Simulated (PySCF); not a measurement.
# C7H8O (p-cresol): the cost of one run

Computed with PySCF 2.14.0 and routines of our own; the level stands in each step. Atoms count from 0.

### 1 The starting structure

16 atoms, charge 0, multiplicity 1; geometry from: GFN2-xTB.

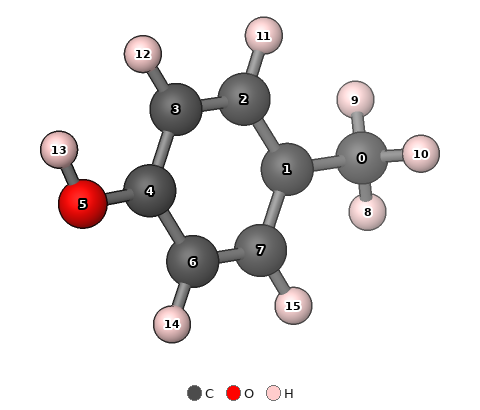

The starting geometry (carbon dark grey, oxygen red, hydrogen pink).

### 2 Relaxing the molecule at PBE0-D3(BJ)/def2-SVP

What the job is given:

```
{"job": {"xc": "PBE0", "basis": "def2-SVP", "d3": "d3bj", "grid": 2, "kind": "geom"}, "charge": 0, "multiplicity": 1}
C     -2.453735     0.065433     0.301546
C     -0.969398    -0.002272     0.101860
C     -0.104153     0.653205     0.966462
C      1.264793     0.609162     0.774516
C      1.795583    -0.097073    -0.296841
O      3.137929    -0.171785    -0.522446
C      0.938270    -0.754274    -1.172839
C     -0.426006    -0.702724    -0.968911
H     -2.936819    -0.831194    -0.079424
H     -2.698926     0.177802     1.355057
H     -2.865138     0.922340    -0.233200
H     -0.503390     1.207600     1.803919
H      1.926626     1.124335     1.459320
H      3.609484     0.324116     0.157504
H      1.360441    -1.297953    -2.003186
H     -1.083159    -1.217772    -1.654747
```

Run with:

```sh
> OMP_NUM_THREADS=1 python excited_run.py task.json out
```

One launch serves the whole session: the jobs run in the order shown.

**Question.** How long does this first job take on 1 thread of Arm Neoverse V1, shared host, and how much memory does it need?

About 39 s, with a peak of 0.73 GiB.
